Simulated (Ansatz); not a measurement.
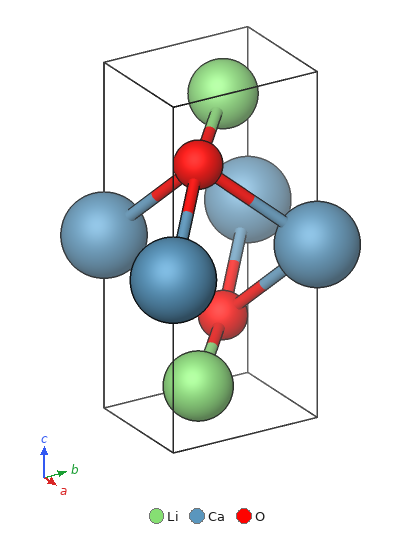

Drawn in the ball-and-stick manner and seen slightly off an axis. The frame is the simulation cell; atoms at its boundary are shown with their periodic copies.

```yaml
crystal:
  lattice:
    - [3.35970, 0.00000, 0.00000]
    - [-1.67985, 2.90959, 0.00000]
    - [0.00000, 0.00000, 5.47177]
  atoms:
    - { symbol: Li, position: [0.33333, 0.66667, 0.88395] }
    - { symbol: Li, position: [0.66667, 0.33333, 0.11605] }
    - { symbol: Ca, position: [0.00000, 0.00000, 0.50000] }
    - { symbol: O, position: [0.33333, 0.66667, 0.24373] }
    - { symbol: O, position: [0.66667, 0.33333, 0.75627] }
```

The numbers come from Ansatz, DFT PBE, scalar-relativistic, plane waves, PAW, using a 420 eV plane-wave basis, the zone sampled with 12×12×4 points, Gaussian smearing of 0.02 eV, no spin polarisation.

Question: What charge does Bader's analysis assign to each element?

Answer: Li +0.86 e; Ca +1.46 e; O -1.59 e. The transfer is large, as in an ionic solid.

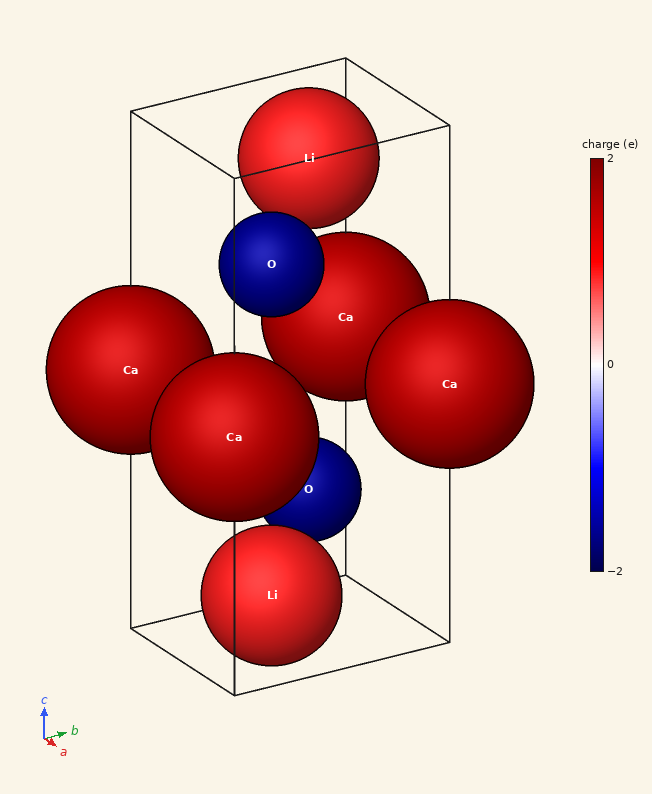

The atoms coloured by those charges.

The initial geometry was a structure type filled with these elements by a generator (whether the compound takes this form wasn't checked). Earlier steps of the study may have refined or changed the cell and positions. A calculation with Ansatz used it as input.
